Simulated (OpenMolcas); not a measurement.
# A workflow on CH6Ge (methyl germane)

We compute the energy (singlet CH6Ge, HF/ANO-S-MB), then the energy (singlet CH6Ge, CASSCF(8,8)/ANO-S-VDZ), then the energy (singlet CH6Ge, CASPT2(8,8)/ANO-S-VDZ), then the energy (doublet CH6Ge+, CASPT2(7,8)/ANO-S-VDZ) of CH6Ge. 

The results are computed with OpenMolcas 26.06.

## 1. The system as given

CH6Ge: 8 atoms, total charge 0, spin state singlet. As SMILES, `[CH3][GeH3]`. Geometry: relaxed at PBE0-D4/def2-TZVP.

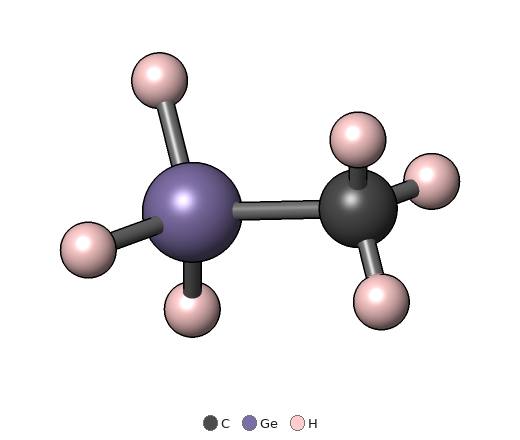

The structure, seen from a chosen angle (carbon dark grey, germanium purple, hydrogen pink).

## 2. The energy at HF/ANO-S-MB (run 1)

The input, step1.input:

```
&GATEWAY
 Coord
 8
 angstrom
 C       -0.310900       0.190300      -0.971400
 Ge       0.296900      -0.181900       0.846700
 H       -1.380100       0.404200      -0.976500
 H        0.218800       1.052200      -1.378400
 H       -0.124600      -0.669400      -1.616000
 H        0.030700       1.028200       1.760100
 H        1.807100      -0.479600       0.857700
 H       -0.445700      -1.401200       1.422100
 Basis=ANO-S-MB
 Group=NoSym

&SEWARD

&SCF
 PrOrbitals=1 1
```

The run is started by

```sh
$ export MOLCAS_MEM=1860
$ pymolcas step1.input > step1.log
```

The program printed:

```text
--- Start Module: gateway ---
[...]
--- Stop Module: gateway /rc=_RC_ALL_IS_WELL_ ---
--- Start Module: seward ---
[...]
      Basis functions           29
--- Stop Module: seward /rc=_RC_ALL_IS_WELL_ ---
[...]
--- Start Module: scf ---
[...]
       Convergence after   9 Iterations
[...]
::    Total SCF energy                              -2116.5581852817
[...]
      Total spin, S                                     0.0000000000
[...]
      Total electronic charge=   44.000000
      Total            charge=   -0.000000
[...]
      Dipole Moment (debye):
      Origin of the operator (angstrom)=    0.1992   -0.1221    0.5546
                   X= -6.9328E-02               Y=  4.2291E-02               Z= -2.0765E-01           Total=  2.2297E-01
      Quadrupole Moment (debye*angstrom):
[...]
--- Stop Module: scf /rc=_RC_ALL_IS_WELL_ ---
[...]
```

It took 2.4 s on 1 thread of Arm Neoverse V1, shared host; peak memory 0.37 GiB.

## 3. A single-point energy at CASSCF(8,8)/ANO-S-VDZ (RICD fitting) (run 2)

The input, step2.inp:

```
* CH6Ge CASSCF
>>> EXPORT MOLCAS_PRINT=2
&GATEWAY
Coord
8
angstrom
C       -0.310900       0.190300      -0.971400
Ge       0.296900      -0.181900       0.846700
H       -1.380100       0.404200      -0.976500
H        0.218800       1.052200      -1.378400
H       -0.124600      -0.669400      -1.616000
H        0.030700       1.028200       1.760100
H        1.807100      -0.479600       0.857700
H       -0.445700      -1.401200       1.422100
Basis=ANO-S-MB
Group=NoSym
&SEWARD
&RASSCF
FileOrb=$CurrDir/step1.ScfOrb
Spin=1
Nactel=8 0 0
Inactive=18
Ras2=8
OrbListing=Nothing
>>> COPY $Project.RunFile RUNFIL1
>>> COPY $Project.RasOrb INPORB
&GATEWAY
Coord
8
angstrom
C       -0.310900       0.190300      -0.971400
Ge       0.296900      -0.181900       0.846700
H       -1.380100       0.404200      -0.976500
H        0.218800       1.052200      -1.378400
H       -0.124600      -0.669400      -1.616000
H        0.030700       1.028200       1.760100
H        1.807100      -0.479600       0.857700
H       -0.445700      -1.401200       1.422100
Basis=ANO-S-VDZ
Group=NoSym
RICD
&SEWARD
>>> COPY $Project.RunFile RUNFIL2
&EXPBAS
&RASSCF
FileOrb=$Project.ExpOrb
Spin=1
Nactel=8 0 0
Inactive=18
Ras2=8
OrbListing=Nothing
OrbAppear=Compact
```

The run is started by

```sh
$ export MOLCAS_MEM=1860
$ pymolcas step2.inp > step2.log
```

The program printed, shortened:

```text
--- Start Module: gateway ---
[...]
--- Stop Module: gateway /rc=_RC_ALL_IS_WELL_ ---
[...]
      Basis functions           29
[...]
      Number of active orbitals                  8
[...]
      Spin quantum number                      0.0
[...]
      Active orbitals                            8
[...]
      Number of CSFs                          1764
[...]
      Number of root(s) required                 1
[...]
      Convergence after 13 iterations
[...]
      printout of CI-coefficients larger than  0.05 for root  1
      energy=   -2116.615961
      conf/sym  11111111     Coeff  Weight
             1  22220000  -0.97318 0.94708
            23  22200020   0.06739 0.00454
            32  22ud0ud0   0.05725 0.00328
            67  22020002   0.06737 0.00454
            88  20222000   0.07683 0.00590
            99  ud22ud00  -0.05041 0.00254
      Natural orbitals and occupation numbers for root  1
      sym 1:   1.987703   1.970851   1.966708   1.966705   0.022191   0.035388   0.025229   0.025226
      ************************************************************************************************************************
      *                                                    Final results                                                     *
[...]
::    RASSCF root number  1 Total energy:  -2116.61596051
[...]
      Basis functions           43
[...]
--- Start Module: expbas ---
[...]
--- Stop Module: expbas /rc=_RC_ALL_IS_WELL_ ---
--- Start Module: rasscf ---
[...]
      Convergence after 10 iterations
[...]
      Natural orbitals and occupation numbers for root  1
      sym 1:   1.985441   1.971420   1.970353   1.970350   0.022097   0.034745   0.022798   0.022796
      ************************************************************************************************************************
      *                                                    Final results                                                     *
[...]
::    RASSCF root number  1 Total energy:  -2116.75858898
[...]
      Total electronic charge=   44.000000
      Total            charge=   -0.000000
[...]
      Dipole Moment (debye):
      Origin of the operator (angstrom)=    0.1992   -0.1221    0.5546
                   X= -2.0196E-01               Y=  1.2342E-01               Z= -6.0377E-01           Total=  6.4850E-01
      Quadrupole Moment (debye*angstrom):
[...]
--- Stop Module: rasscf /rc=_RC_ALL_IS_WELL_ ---
[...]
```

Run time: 6.6 s. Hardware: 1 thread of Arm Neoverse V1, shared host; peak memory 0.37 GiB.

## 4. A single-point energy at CASPT2(8,8)/ANO-S-VDZ (RICD fitting, ipea shift 0.25 Eh, pt2 variant SS) (run 3)

The input, step3.input:

```
>>> EXPORT MOLCAS_PRINT=2
&GATEWAY
Coord
8
angstrom
C       -0.310900       0.190300      -0.971400
Ge       0.296900      -0.181900       0.846700
H       -1.380100       0.404200      -0.976500
H        0.218800       1.052200      -1.378400
H       -0.124600      -0.669400      -1.616000
H        0.030700       1.028200       1.760100
H        1.807100      -0.479600       0.857700
H       -0.445700      -1.401200       1.422100
Basis=ANO-S-VDZ
Group=NoSym
RICD
&SEWARD
&RASSCF
FileOrb=$CurrDir/step2.RasOrb
Spin=1
Nactel=8 0 0
Inactive=18
Ras2=8
OrbListing=Nothing
OrbAppear=Compact
&CASPT2
Imaginary=0.2
```

The run is started by

```sh
$ export MOLCAS_MEM=1860
$ pymolcas step3.input > step3.log
```

The program printed:

```text
--- Start Module: gateway ---
[...]
--- Stop Module: gateway /rc=_RC_ALL_IS_WELL_ ---
[...]
      Basis functions           43
[...]
--- Start Module: rasscf ---
[...]
      Number of active orbitals                  8
[...]
      Spin quantum number                      0.0
[...]
      Active orbitals                            8
[...]
      Number of CSFs                          1764
[...]
      Number of root(s) required                 1
[...]
      Convergence after  5 iterations
[...]
      printout of CI-coefficients larger than  0.05 for root  1
      energy=   -2116.758589
      conf/sym  11111111     Coeff  Weight
             1  22220000  -0.97456 0.94977
            23  22200020   0.06328 0.00400
            32  22ud0ud0   0.05069 0.00257
            52  u22d0ud0   0.05549 0.00308
            67  22020002   0.06322 0.00400
            85  u2d20u0d  -0.05549 0.00308
[...]
      Natural orbitals and occupation numbers for root  1
      sym 1:   1.985442   1.971422   1.970353   1.970350   0.022095   0.034745   0.022798   0.022795
      ************************************************************************************************************************
      *                                                    Final results                                                     *
[...]
::    RASSCF root number  1 Total energy:  -2116.75858898
[...]
      Total electronic charge=   44.000000
      Total            charge=   -0.000000
[...]
      Dipole Moment (debye):
      Origin of the operator (angstrom)=    0.1992   -0.1221    0.5546
                   X= -2.0192E-01               Y=  1.2339E-01               Z= -6.0364E-01           Total=  6.4837E-01
      Quadrupole Moment (debye*angstrom):
[...]
--- Stop Module: rasscf /rc=_RC_ALL_IS_WELL_ ---
[...]
--- Start Module: caspt2 ---
[...]
      E2 (Variational):          -0.0911979673
      Total energy:           -2116.8497869520
[...]
      Reference weight:           0.96145
[...]
::    CASPT2 Root  1     Total energy:  -2116.84978695
[...]
--- Stop Module: caspt2 /rc=_RC_ALL_IS_WELL_ ---
[...]
```

Run time: 4.5 s. Hardware: 1 thread of Arm Neoverse V1, shared host; peak memory 0.14 GiB.

## 5. The doublet cation: the energy at CASPT2(7,8)/ANO-S-VDZ (RICD fitting, ipea shift 0.25 Eh, pt2 variant SS) (run 4)

The input, step4.inp:

```
* CH6Ge CASPT2

&GATEWAY
  Coord
  8
  angstrom
  C       -0.310900       0.190300      -0.971400
  Ge       0.296900      -0.181900       0.846700
  H       -1.380100       0.404200      -0.976500
  H        0.218800       1.052200      -1.378400
  H       -0.124600      -0.669400      -1.616000
  H        0.030700       1.028200       1.760100
  H        1.807100      -0.479600       0.857700
  H       -0.445700      -1.401200       1.422100
  Basis
  ANO-S-VDZ
  Group
  NoSym
  RICD

&SEWARD

&RASSCF
  FileOrb
  $CurrDir/step2.RasOrb
  Spin
  2
  Nactel
  7 0 0
  Inactive
  18
  Ras2
  8
  OrbListing
  Nothing
  OrbAppear
  Compact

&CASPT2
  Imaginary
  0.2
```

The run is started by

```sh
$ export MOLCAS_MEM=1860
$ pymolcas step4.inp > step4.log
```

The program printed:

```text
--- Start Module: gateway ---
[...]
--- Stop Module: gateway /rc=_RC_ALL_IS_WELL_ ---
[...]
      Basis functions           43
[...]
--- Start Module: rasscf ---
[...]
      Number of active orbitals                  8
[...]
      Spin quantum number                      0.5
[...]
      Active orbitals                            8
[...]
      Number of CSFs                          2352
[...]
      Number of root(s) required                 1
[...]
      Convergence after 26 iterations
[...]
      printout of CI-coefficients larger than  0.05 for root  1
      energy=   -2116.359752
      conf/sym  11111111     Coeff  Weight
             3  2u220000  -0.97218 0.94512
            37  ud22u000  -0.05086 0.00259
            88  2u200200   0.05476 0.00300
            93  2u200020   0.06591 0.00434
           264  2u020200   0.05471 0.00299
           276  2u020002   0.06593 0.00435
      Natural orbitals and occupation numbers for root  1
      sym 1:   1.976908   1.006862   1.959063   1.959048   0.007499   0.036629   0.026997   0.026994
      ************************************************************************************************************************
      *                                                    Final results                                                     *
[...]
::    RASSCF root number  1 Total energy:  -2116.35975206
[...]
      Total electronic charge=   43.000000
      Total            charge=    1.000000
[...]
      Dipole Moment (debye):
      Origin of the operator (angstrom)=    0.1992   -0.1221    0.5546
                   X= -9.7396E-01               Y=  5.9632E-01               Z= -2.9129E+00           Total=  3.1287E+00
      Center of Charge (angstrom)
[...]
--- Stop Module: rasscf /rc=_RC_ALL_IS_WELL_ ---
[...]
--- Start Module: caspt2 ---
[...]
      E2 (Variational):          -0.0817395127
      Total energy:           -2116.4414915774
[...]
      Reference weight:           0.96651
[...]
::    CASPT2 Root  1     Total energy:  -2116.44149158
[...]
--- Stop Module: caspt2 /rc=_RC_ALL_IS_WELL_ ---
[...]
```

It took 6.6 s on 1 thread of Arm Neoverse V1, shared host; peak memory 0.14 GiB.

## 6. The series

```csv
run,level,integral approximation,active rule,partner,energy (Eh),dipole moment (D) of the reference,wall time
1,HF/ANO-S-MB,none,–,base,-2116.558185,0.22,2.4 s
2,"CASSCF(8,8)/ANO-S-VDZ (RICD fitting)",RICD,frontier window,base,-2116.758589,0.65,6.6 s
3,"CASPT2(8,8)/ANO-S-VDZ (RICD fitting, ipea shift 0.25 Eh, pt2 variant SS)",RICD,frontier window,base,-2116.849787,0.65,4.5 s
4,"CASPT2(7,8)/ANO-S-VDZ (RICD fitting, ipea shift 0.25 Eh, pt2 variant SS)",RICD,frontier window,cation,–,–,6.6 s
```

## 7. What came out

| quantity | value |
| --- | --- |
| run 3, CASPT2(8,8)/ANO-S-VDZ: total energy | -2116.84979 Eh |
| run 3, CASPT2(8,8)/ANO-S-VDZ: dipole moment (CASSCF density) | 0.65 D |

In words: In run 1 the basis is minimal, so the values are rough. All runs together took 20 s, the longest 6.6 s. 1 of the 4 runs ended normally but are set aside, since settings or state are in doubt.
